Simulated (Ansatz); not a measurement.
BF2H2P···H2

| atom | x (Å) | y (Å) | z (Å) |
| --- | --- | --- | --- |
| B | -0.1292 | -0.9846 | -0.3473 |
| H | 0.2701 | 1.0423 | 2.4812 |
| F | 0.7068 | -0.1081 | 0.1885 |
| F | -1.1196 | -0.4995 | -1.0758 |
| P | 0.0048 | -2.8699 | 0.0484 |
| H | -0.3039 | -3.3170 | -1.2685 |
| H | 1.4208 | -2.9456 | -0.0892 |
| H | 0.0472 | 1.2601 | 3.1751 |

Level of theory: RKS B3LYP/def2-SVP in Ansatz 0.2.0.

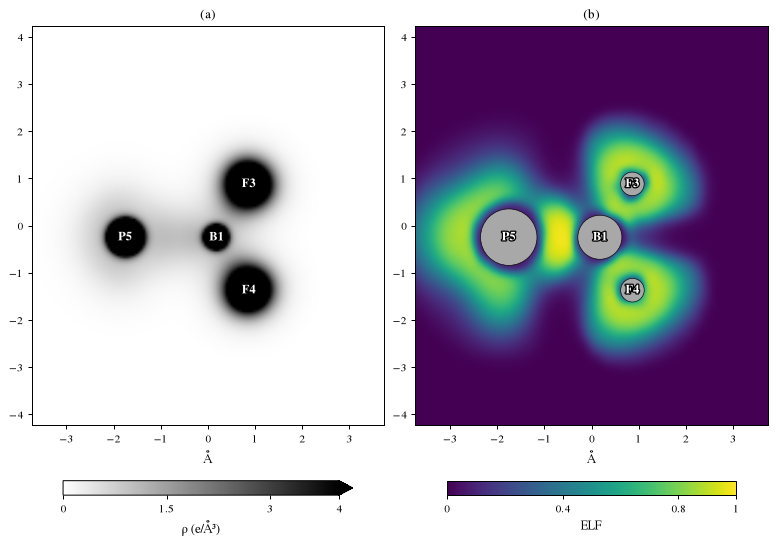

Figure 1. (a) total electron density; (b) ELF on the plane of atoms F3, B1 and P5. Grey discs cover the atomic cores in the ELF map.

Question: What does the map show?

Answer: Atoms in the plane: B, F and P.
B–F (1.32 Å): the density is about 2.2 e/Å³ at the midpoint; the ELF peaks at about 0.85 between the atoms (a shared but strongly polarised pair).
B–P (1.93 Å): ρ at the midpoint is about 1 e/Å³; the ELF peaks at about 1 between the atoms: a covalent bond.
The ELF also peaks beside F4, P5 and F3, away from the bonds: lone-pair regions.

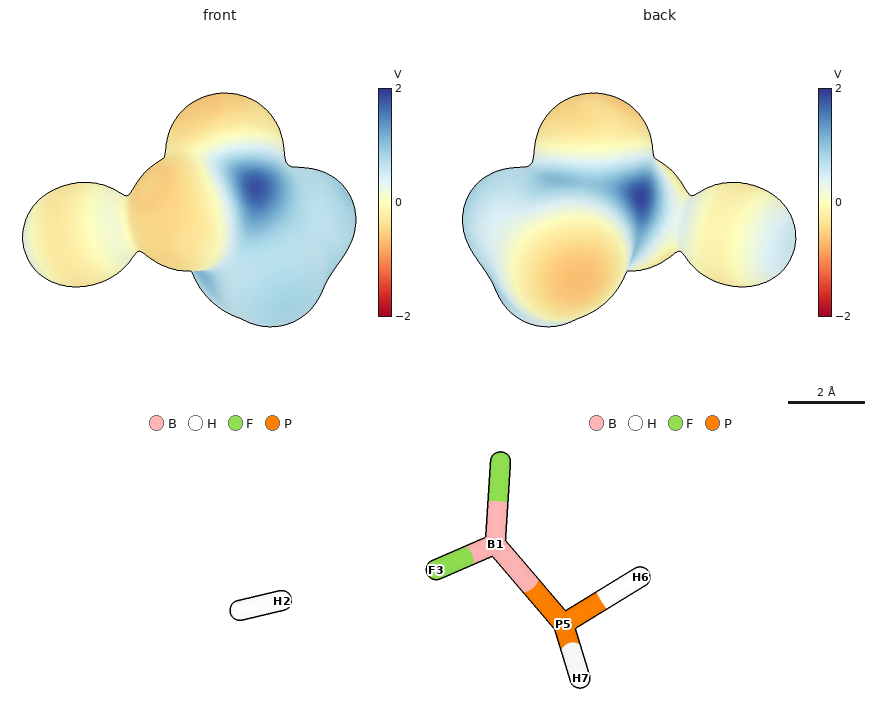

Figure 2. The molecular electrostatic potential painted on the density surface at 0.002 e/bohr³, seen from the front and from behind; the colour scale runs from red (negative) to blue (positive). The bare structure is drawn below in the same view.

Question: Describe the electrostatic potential map.

Answer: The most negative region (about −0.6 V) lies over F4 and P5, the most positive (about +1.8 V) over B1.

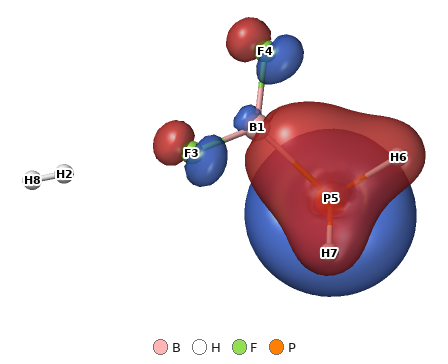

Figure 3. The HOMO at ±0.1 Å⁻³ᐟ² (red and blue are the two phases), seen across its widest extent.

Question: Where does this orbital lie, and at what energy?

Answer: Its weight (Hirshfeld) is mainly on P5 (about 75 %) and B1 (about 10 %); largely a lone pair of P5. Its energy is −7.71 eV.

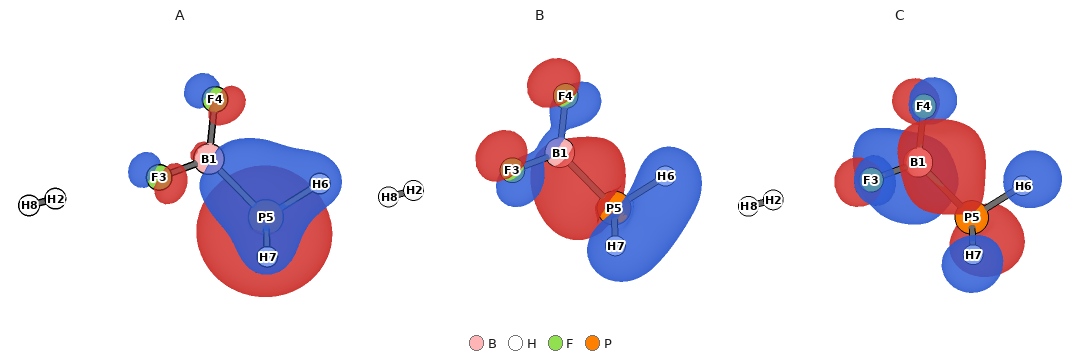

Figure 4. Three frontier orbitals at ±0.1 Å⁻³ᐟ² (blue and red are the two phases), in no order.

Question: Which picture is the HOMO−1, the HOMO and the LUMO?

Answer: B is the HOMO−1 (−9.88 eV). It lies mainly on P5 (about 45 %), B1 (about 20 %), F4 (about 10 %), F3 (about 10 %), H7 (about 10 %) and H6 (about 10 %). A is the HOMO (−7.71 eV). Its weight (Hirshfeld) is mainly on P5 (about 75 %) and B1 (about 10 %); largely a lone pair of P5. C is the LUMO (−0.56 eV). Its weight (Hirshfeld) is mainly on B1 (about 45 %), P5 (about 20 %), F4 (about 10 %) and F3 (about 10 %).

Question: What is the HOMO–LUMO gap?

Answer: 7.15 eV between the orbital energies.
